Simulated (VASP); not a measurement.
Band structure of AuAl2 (fluorite). Level of theory: r2SCAN meta-GGA with spin-orbit coupling, VASP's PBE PAW potentials (set 64) (plane waves; VASP 6.6.1).

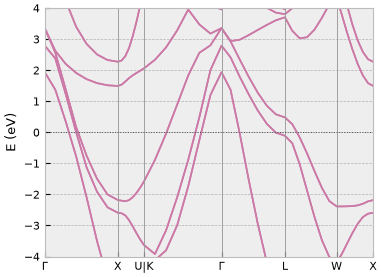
*Bands along high-symmetry lines, zero at the valence-band maximum or, without a gap, the Fermi level*

### Question
Read the plot: is there a gap, and where are the band edges?

### Answer
It has no gap at this level: it comes out as a metal or semimetal.

The compound is AuAl2 in the fluorite structure. The cell was not relaxed at this level.
